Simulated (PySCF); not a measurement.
```csv
atom,x (Å),y (Å),z (Å)
C,-2.2726,0.0430,0.8833
N,-1.7420,0.0101,-0.4553
C,-2.6886,-0.3754,-1.4680
Si,-0.1853,0.6816,-0.8036
N,0.9676,0.0290,0.3158
C,1.0956,-1.3965,0.4888
C,2.0368,0.8044,0.9029
B,3.4396,0.6735,0.2062
F,3.5693,0.1782,-1.0103
F,4.5439,1.0974,0.7985
H,-1.4727,0.2791,1.6013
H,-2.6962,-0.9381,1.1705
H,-3.0769,0.7963,1.0053
H,-3.1158,-1.3744,-1.2563
H,-3.5387,0.3312,-1.5496
H,-2.2013,-0.4235,-2.4532
H,0.0328,0.3548,-2.2495
H,-0.0360,2.1640,-0.6145
H,1.1405,-1.6672,1.5612
H,0.2196,-1.9058,0.0597
H,2.0010,-1.8099,0.0014
H,1.7836,1.8819,0.8605
H,2.1387,0.5910,1.9868
```

Geometry: PBE0-D3(BJ)/def2-SVP.

Method: PySCF 2.14.0, PBE0/pcSseg-1, SCF density, gas phase, non-relativistic.

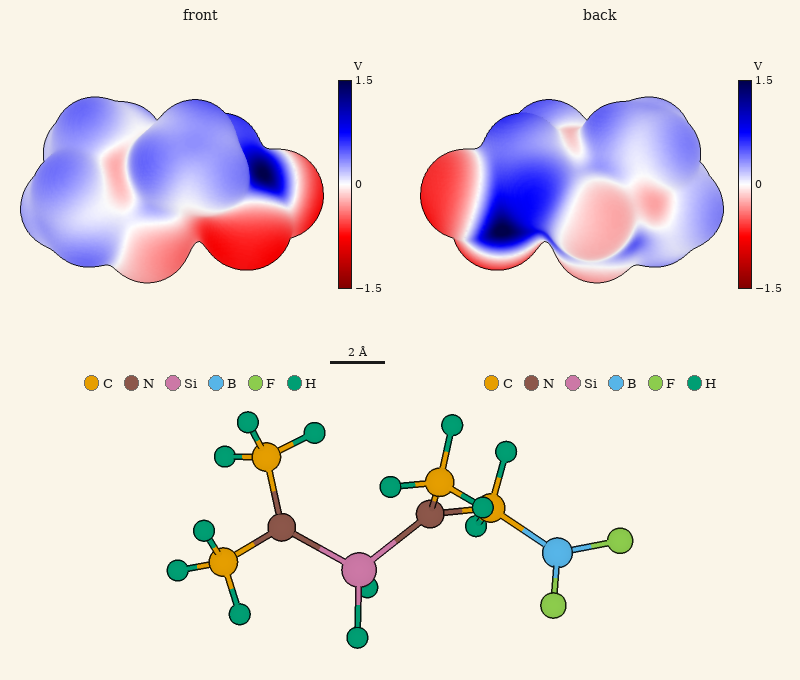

C₄H₁₃BF₂N₂Si. The electrostatic potential painted on the density surface at 0.001 e/bohr³, seen from the front and from behind; red is negative and blue positive. The bare structure is drawn below in the same view.

Which sites attract a positive test charge, and which a negative one?

A positive charge is drawn to the negative regions and a negative charge to the positive ones. The most negative region (about −0.7 V) lies over F9 and F10, the most positive (about +1.4 V) over B8.

What dipole moment does the calculation give?

Its dipole moment is 2.09 D.
